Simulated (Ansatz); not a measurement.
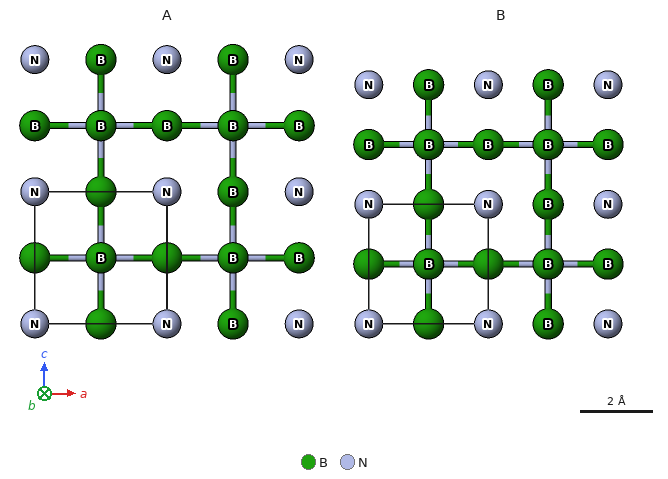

Two geometries of a crystal of B$_{3}$N$_{2}$ (a generated structure, set up in Pm-3m) (coarse preliminary run), drawn at one scale. One is the start of a relaxation, the other its converged end. The picture is a ball-and-stick view of the cell of the calculation, repeated 2 × 1 × 2 with one cell outlined, seen along the b axis.

The calculation used Ansatz 0.2.0, DFT PBE, scalar-relativistic, plane waves, PAW. Settings: plane-wave cutoff 420 eV; k-point mesh 6 × 6 × 6; occupations gaussian; smearing width 0.1 eV; no spin polarisation; cell and atoms relaxed; force threshold 0.04 eV/Å; at most 70 steps.

Which one is relaxed?

Structure B is the relaxed one. The energy falls by 1.549 eV per cell of the calculation in 4 accepted moves (6 points after the start). All forces vanish by symmetry, so only the cell relaxes. The pressure goes from −28.75 to 0.00 GPa. At 2 points the geometry stayed and the basis and grid were re-selected for the new cell (energy shift of 12.2 meV per cell of the calculation at most each time). The atoms keep their places relative to the cell (all moves are under 0.005 Å). The drawn cell changes as follows: a = b = c 3.706 → 3.353 Å (−9.5 %); the volume changes by −25.9 %. Among the contacts that change: B–N 1.853 → 1.677 Å. The space group stays Pm-3m (No. 221).
